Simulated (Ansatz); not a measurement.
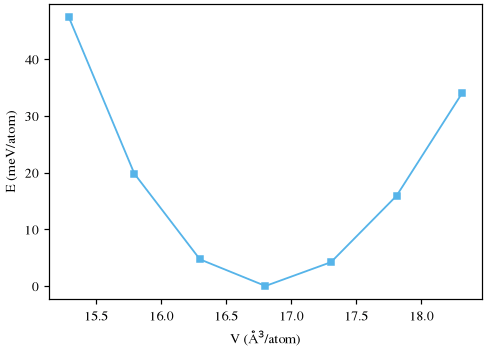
SrO (rock salt, Fm-3m) under volume change, PBEsol in the plane-wave PAW code Ansatz, scaled uniformly.

Problem. What does a third-order Birch–Murnaghan fit give for V₀, B₀ and B′?

Solution. V₀ = 16.80 Å³/atom, B₀ = 93.8 GPa, B′ = 4.5.

The cell was relaxed with PBEsol under the symmetry of its start.

Potentials: the later of the program's two PAW sets.
